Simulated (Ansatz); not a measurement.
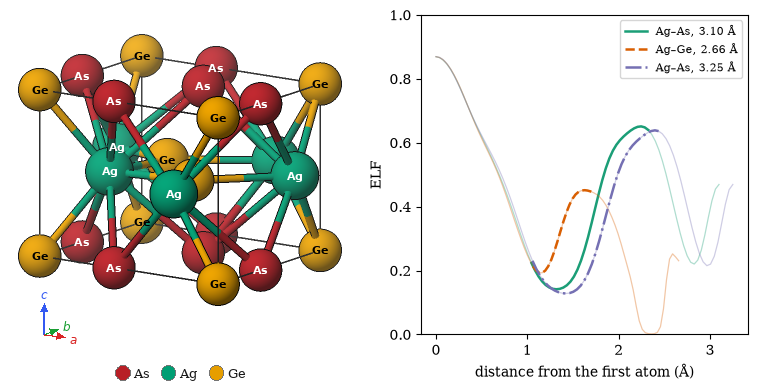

Figure 1: AgGeAs. ELF along straight lines between neighbouring atoms. Thin, pale parts lie inside the atomic spheres. The structure is drawn too.

Space group P-62m; built by placing these elements on a known structure type; not relaxed (largest force 0.6 eV/Å).

These are results of DFT, PAW plane waves, r2SCAN in Ansatz 0.2.0, not measurements.

In a PAW calculation such maps are meaningful between the atoms, not at the nuclei.

Question: What can be read from the curves?

Answer: Ag–As (3.10 Å): the ELF is about 0.20 at the midpoint.
Ag–Ge (2.66 Å): the ELF is about 0.30 at the midpoint: no localised pair shows between them.
Ag–As (3.25 Å): the ELF is about 0.15 at the midpoint.
